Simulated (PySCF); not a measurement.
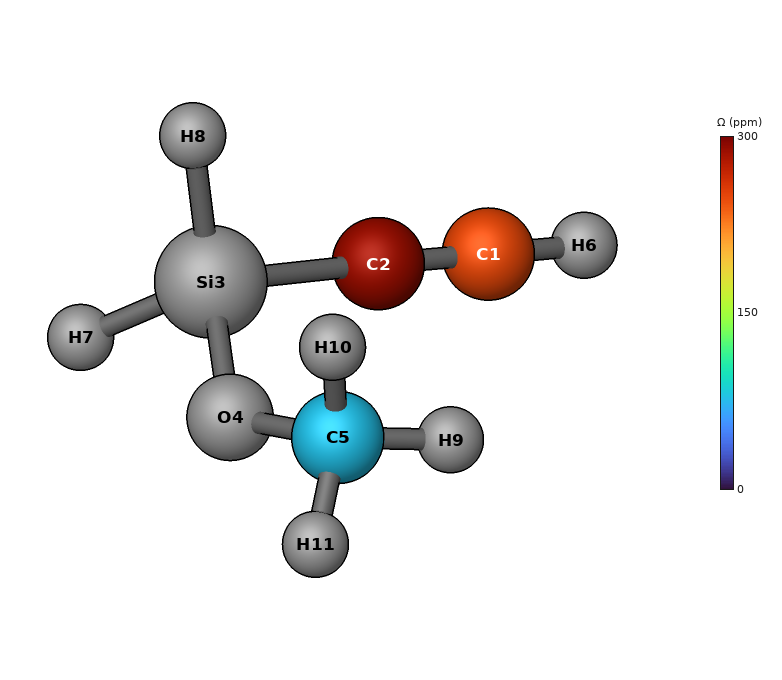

The C atoms are coloured by the span of their shielding tensor. Geometry: a distorted geometry made from a computed GFN2-xTB structure, not a minimum. Method: GIAO PBE0/pcSseg-1 NMR shielding, non-relativistic, gas phase (PySCF 2.14.0). Principal shieldings σ11 ≤ σ22 ≤ σ33, span Ω = σ33 − σ11, skew κ = 3(σiso − σ22)/Ω.

Question: Which C atom has the most anisotropic shielding?

Answer: C2, with a span of 288 ppm.

Give the shielding tensors of the C atoms.

| atom | σ11 | σ22 | σ33 | σiso | Ω | κ |
| --- | --- | --- | --- | --- | --- | --- |
| C1 | −1.2 | 5.6 | 247.0 | 83.8 | 248.3 | 0.94 |
| C2 | 0.5 | 7.4 | 288.7 | 98.8 | 288.3 | 0.95 |
| C5 | 106.6 | 110.1 | 184.4 | 133.7 | 77.7 | 0.91 |

Shieldings and span in ppm.
